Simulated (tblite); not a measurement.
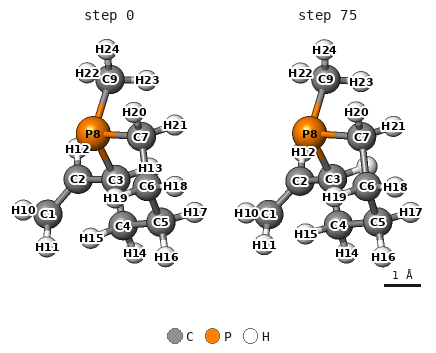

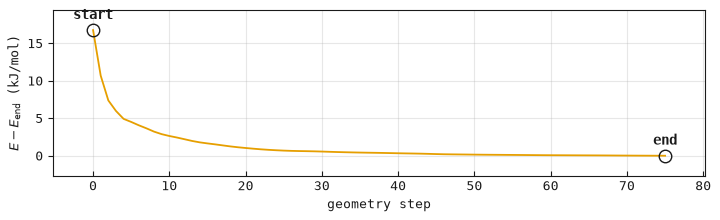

First and last geometry of a relaxation of C$_{8}$H$_{15}$P, with the history of the run. Style: ball-and-stick. Shown from a free direction.

Level of theory: tblite 0.8.0, GFN2-xTB geometry optimisation, gas phase. 

> Read the history and describe the run.

It converged. H12 moves most after the best rigid fit: 0.26 Å. By element the largest moves are H 0.26 Å, C 0.15 Å, P 0.11 Å. Some distances before and after: C3–P8 1.853 → 1.885 Å, C1–C2 1.352 → 1.322 Å, P8–C9 1.827 → 1.852 Å, C4–H14 1.108 → 1.094 Å. Bond angles that change, for instance: C2–C3–P8 100.6° → 108.8°, C1–C2–H12 116.2° → 119.1°, C3–P8–C7 97.5° → 94.6°. After 75 geometry steps the energy has fallen by 16.8 kJ/mol.

```json
{"step": "0", "E − E(0), kJ/mol": "0.00"}
{"step": "1", "E − E(0), kJ/mol": "-6.08"}
{"step": "2", "E − E(0), kJ/mol": "-9.38"}
{"step": "3", "E − E(0), kJ/mol": "-10.79"}
{"step": "4", "E − E(0), kJ/mol": "-11.84"}
{"step": "5", "E − E(0), kJ/mol": "-12.26"}
{"step": "6", "E − E(0), kJ/mol": "-12.70"}
{"step": "7", "E − E(0), kJ/mol": "-13.11"}
{"step": "8", "E − E(0), kJ/mol": "-13.55"}
{"step": "9", "E − E(0), kJ/mol": "-13.89"}
{"step": "10", "E − E(0), kJ/mol": "-14.13"}
{"step": "13", "E − E(0), kJ/mol": "-14.80"}
{"step": "17", "E − E(0), kJ/mol": "-15.38"}
{"step": "20", "E − E(0), kJ/mol": "-15.73"}
{"step": "24", "E − E(0), kJ/mol": "-16.03"}
{"step": "27", "E − E(0), kJ/mol": "-16.14"}
{"step": "31", "E − E(0), kJ/mol": "-16.24"}
{"step": "34", "E − E(0), kJ/mol": "-16.32"}
{"step": "37", "E − E(0), kJ/mol": "-16.37"}
{"step": "41", "E − E(0), kJ/mol": "-16.45"}
{"step": "44", "E − E(0), kJ/mol": "-16.51"}
{"step": "48", "E − E(0), kJ/mol": "-16.59"}
{"step": "51", "E − E(0), kJ/mol": "-16.63"}
{"step": "54", "E − E(0), kJ/mol": "-16.65"}
{"step": "58", "E − E(0), kJ/mol": "-16.68"}
{"step": "61", "E − E(0), kJ/mol": "-16.70"}
{"step": "65", "E − E(0), kJ/mol": "-16.72"}
{"step": "68", "E − E(0), kJ/mol": "-16.73"}
{"step": "72", "E − E(0), kJ/mol": "-16.75"}
{"step": "75", "E − E(0), kJ/mol": "-16.76"}
```
